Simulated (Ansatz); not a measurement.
**C2H5Al: composite energy at a relaxed geometry**

The task is a composite energy at a relaxed geometry, for C2H5Al. SMILES: C=[CH][AlH2].

Program: the Python package of Ansatz 0.2.0. The levels of theory stand in the script. These are calculated values, not measurements.

**1. Starting point**

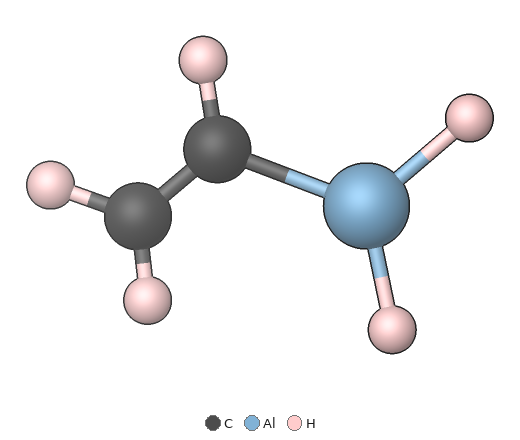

The structure that the script starts from, seen from a chosen angle (carbon dark grey, aluminium light blue, hydrogen pink).

Input file c2h5al.xyz:

```xyz
8

C    -1.03450    0.81710   -0.34820
C     0.13870    0.64990    0.12010
Al    0.86710   -1.16350    0.24280
H    -1.62840    0.04550   -0.69600
H    -1.47330    1.86450   -0.44140
H     0.74640    1.50840    0.44700
H     2.39890   -1.37220    0.84250
H     0.07710   -2.40690   -0.22260
```

**2. The script**

File composite.py:

```python
import itertools
import logging
import sys
import warnings

import ansatz
from ase.data import atomic_numbers, covalent_radii
import numpy as np

logging.basicConfig(stream=sys.stdout, format="%(levelname)s:%(name)s:%(message)s")
logger = logging.getLogger("c2h5al")
logger.setLevel(logging.INFO)


def main() -> None:
    warnings.simplefilter("ignore", ansatz.DeckWarning)

    mol = ansatz.Crystal.molecule_from_extxyz("c2h5al.xyz")

    model = (
        mol.calculation()
        .basis(gaussian="def2-SVP")
        .functional("pbe0")
    )
    symbols = [site.symbol for site in mol.cartesian_sites]
    start = np.array([site.position_ang for site in mol.cartesian_sites], dtype=float)
    report = model.relax(force_tolerance=0.01, max_steps=100).run(threads=1).report
    end = np.array(report["positions_ang"])
    radius = [covalent_radii[atomic_numbers[s]] for s in symbols]
    span = lambda where, i, j: np.linalg.norm(where[i] - where[j])
    bonded = [(i, j) for i, j in itertools.combinations(range(len(symbols)), 2) if min(span(start, i, j), span(end, i, j)) < 1.2 * (radius[i] + radius[j])]
    logger.info("pair        before    after (A)")
    for i, j in bonded:
        print(f"{symbols[i]}{i}-{symbols[j]}{j}".ljust(10), f"{span(start, i, j):8.4f} {span(end, i, j):8.4f}")

    minimum = ansatz.Crystal.molecule()
    for symbol, place in zip(symbols, end):
        minimum = minimum.atom(symbol, place.tolist())
    at_minimum = minimum.calculation()
    level = lambda method, basis: at_minimum.basis(gaussian=basis).correlation(method).run(threads=1).report
    small, large, cluster = level("mp2", "cc-pVDZ"), level("mp2", "cc-pVTZ"), level("ccsd_t", "cc-pVDZ")
    corr = lambda each: (each["free_energy_ev"] - each["reference_energy_ev"]) / 27.211386246
    mp2_limit = (27 * corr(large) - 8 * corr(small)) / 19
    pieces = {"HF / cc-pVTZ": large["reference_energy_ev"] / 27.211386246, "MP2 correlation, DZ-TZ limit": mp2_limit, "CCSD(T) - MP2 / cc-pVDZ": corr(cluster) - corr(small)}
    for name, value in pieces.items():
        logger.info(f"{name:32s} {value:14.6f} Ha")
    logger.info(f"{'sum':32s} {sum(pieces.values()):14.6f} Ha")
    print("T1 diagnostic", round(cluster["correlation"]["coupled_cluster"]["t1_diagnostic"], 4))


if __name__ == "__main__":
    main()
```

**3. Launch**

Command:

```sh
$ python composite.py
```

Standard output:

```text
INFO:c2h5al:pair        before    after (A)
C0-C1        1.2742   1.3447
C0-H3        1.0339   1.0980
C0-H4        1.1394   1.0983
C1-Al2       1.9581   1.9457
C1-H5        1.1014   1.0995
Al2-H6       1.6582   1.5914
Al2-H7       1.5449   1.5927
INFO:c2h5al:HF / cc-pVTZ                        -320.562757 Ha
INFO:c2h5al:MP2 correlation, DZ-TZ limit          -0.439238 Ha
INFO:c2h5al:CCSD(T) - MP2 / cc-pVDZ               -0.054231 Ha
INFO:c2h5al:sum                                 -321.056226 Ha
T1 diagnostic 0.0109
```

Wall time 18 s (1 thread of Arm Neoverse V2, shared host); peak memory 0.34 GiB.

**4. The relaxation of run 0, step by step**

The steps of the relaxation:

| step | energy from step 1 (eV) | largest force component (eV/Å) |
| --- | --- | --- |
| 1 | 0.0000 | 4.6423 |
| 2 | -0.3094 | 1.1556 |
| 3 | -0.2286 | 1.4673 |
| 4 | -0.3340 | 0.1697 |
| 5 | -0.3385 | 0.1660 |
| 6 | -0.3392 | 0.1607 |
| 7 | -0.3404 | 0.0160 |
| 8 | -0.3405 | 0.0037 |

Step 1 is the start. Step 3 was tried and not accepted.

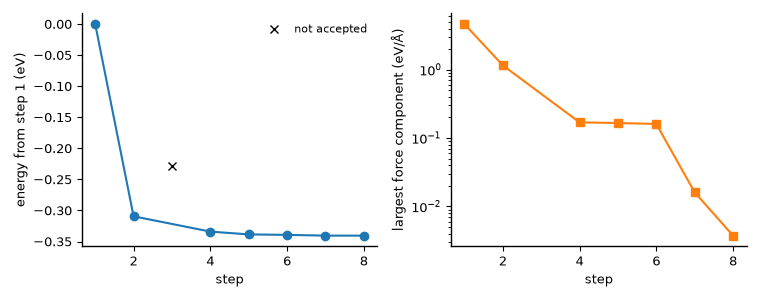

Energy and largest force along the relaxation.

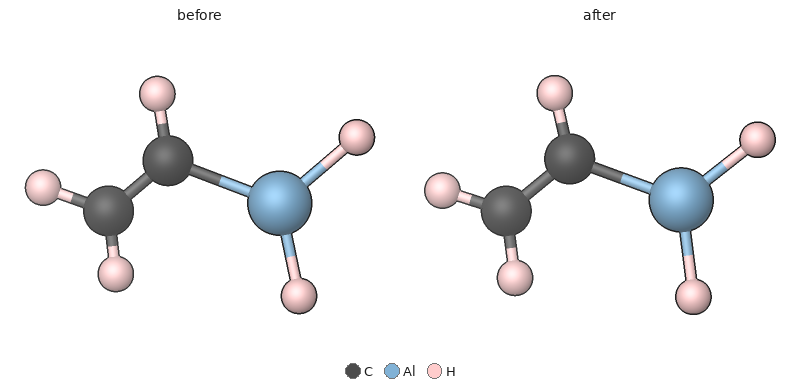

The structure before (left) and after (right) the relaxation, drawn at the same scale.

Before: Bond lengths: C1–C2 1.274 Å, C2–Al3 1.958 Å, C1–H4 1.034 Å, C1–H5 1.139 Å, C2–H6 1.101 Å, Al3–H7 1.658 Å, Al3–H8 1.545 Å. Angles: C1–C2–Al3 119.1°, C1–C2–H6 121.0°, Al3–C2–H6 119.9°, C2–C1–H4 123.7°, C2–C1–H5 120.3°, H4–C1–H5 115.9°, C2–Al3–H7 118.9°, C2–Al3–H8 122.4°, H7–Al3–H8 118.7°.

After: Bond lengths: C1–C2 1.345 Å, C2–Al3 1.946 Å, C1–H4 1.098 Å, C1–H5 1.098 Å, C2–H6 1.100 Å, Al3–H7 1.591 Å, Al3–H8 1.593 Å. Angles: C1–C2–Al3 120.6°, C1–C2–H6 116.5°, Al3–C2–H6 122.9°, C2–C1–H4 121.9°, C2–C1–H5 122.9°, H4–C1–H5 115.2°, C2–Al3–H7 121.8°, C2–Al3–H8 117.3°, H7–Al3–H8 120.9°.

Run 0 is this relaxation; the runs after it count from 1.

**5. The engine's runs**

The 3 runs, in the order started:

| run | basis | method | energy (eV) | iterations in all | CPU time (s) |
| --- | --- | --- | --- | --- | --- |
| 1 | cc-pVDZ | mp2 | -8731.1500 | 11 | 0.46 |
| 2 | cc-pVTZ | mp2 | -8734.0743 | 12 | 2.1 |
| 3 | cc-pVDZ | ccsd_t | -8732.6257 | 17 | 1.5 |

**6. What came out**

```
     quantity   value
T1 diagnostic  0.0109
runs compared       3
```

What this shows: All 3 runs converged, in 11 to 17 cycles. A T1 diagnostic under about 0.02 supports a single-reference treatment, as here. Run 0: The relaxation took 6 moves; the largest shift is 0.075 Å. Caveats:
- The sum leaves out core correlation, relativity, the Hartree-Fock basis error and zero-point energy; a DZ-TZ extrapolation is rough.
- Inner cores stay frozen, so this is valence correlation.
- For Al to Cl the sets with a tight d function, cc-pV(X+d)Z, are usual.
